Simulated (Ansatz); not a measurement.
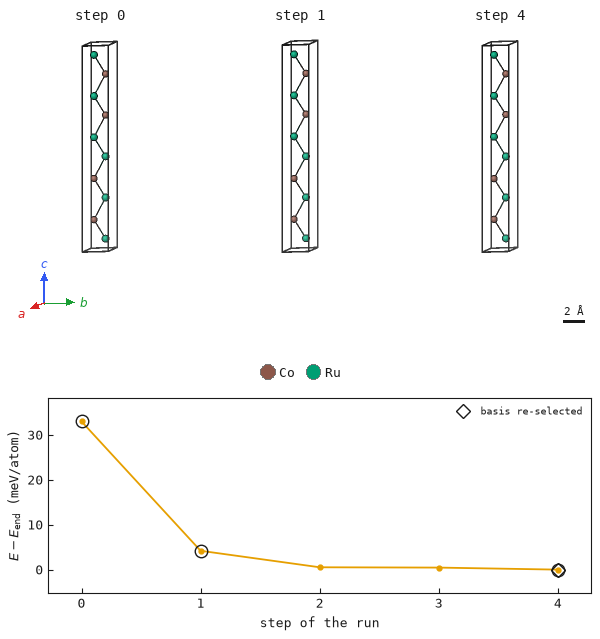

Frames of a relaxation of solid Co2Ru3 (a generated structure, set up in P6_3/mmc) (coarse preliminary run), marked on the history of the run. Style: ball-and-stick. Shown: the cell of the calculation, slightly off an axis.

Method: DFT PBE, scalar-relativistic, plane waves, PAW (Ansatz). Set-up: plane-wave cutoff 420 eV; k-point mesh 6 × 6 × 1; occupations gaussian; smearing width 0.1 eV; collinear spin; cell and atoms relaxed; force threshold 0.04 eV/Å; at most 70 steps.

**Describe the path.**

The largest moves relative to the cell, 0.032 Å, are those of Ru atoms. Largest moves by element: Ru 0.032 Å, Co 0.025 Å. The volume changes by +4.5 %, with a = b 2.613 → 2.669 Å (+2.1 %), c 20.643 → 20.684 Å (+0.2 %). Some distances before and after: Ru–Ru 2.557 → 2.630 Å, Co–Co 2.613 → 2.669 Å, Ru–Ru 2.613 → 2.669 Å, Co–Ru 2.557 → 2.574 Å. The space group stays P6_3/mmc (No. 194). Over 3 accepted moves (4 points after the start) the energy falls by 33.0 meV per atom. The largest force component goes from 0.84 to 0.0038 eV/Å. The pressure goes from 14.39 to 0.04 GPa. At 1 point the geometry stayed and the basis and grid were re-selected for the new cell (energy shift of 0.5 meV per atom at most each time). The run took 2.6 min on 1 thread of AMD EPYC (Zen 3) (shared host), peak memory 0.57 GiB. From step 0 to 1: Ru atoms move most (0.04 Å), volume +6.2 %, energy −28.8 meV per atom. From step 1 to 4: volume −1.6 %, energy −4.2 meV per atom.

| step | E − E(0), meV/atom | largest force component, eV/Å | pressure, GPa | volume, Å³/atom | note |
| --- | --- | --- | --- | --- | --- |
| 0 | 0.00 | 0.8381 | 14.39 | 12.207 |  |
| 1 | -28.80 | 0.2057 | -4.48 | 12.970 |  |
| 2 | -32.47 | 0.0304 | -0.56 | 12.782 |  |
| 3 | -32.54 | 0.0037 | 0.01 | 12.757 |  |
| 4 | -32.99 | 0.0038 | 0.04 | 12.757 | same geometry, new basis |

Limits of the set-up: the k-point mesh is coarse for a cell with partly filled bands.
